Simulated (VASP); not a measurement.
Band structure of CuAu (L1_0). These are MS2 meta-GGA, VASP's PBE PAW potentials (set 64) (plane waves; VASP 6.6.1) values and carry that method's errors.

Unless said otherwise, spin-orbit coupling is left out, though it shifts the bands of the heavy elements here.

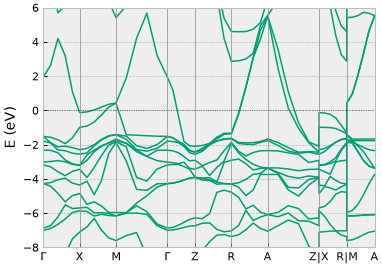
Fig. 1. Bands along high-symmetry lines, zero at the valence-band maximum or, without a gap, the Fermi level

Q: Read the plot: is there a gap, and where are the band edges?

A: It has no gap at this level: it comes out as a metal or semimetal.

The compound is CuAu in the L1_0 structure. It was relaxed first.
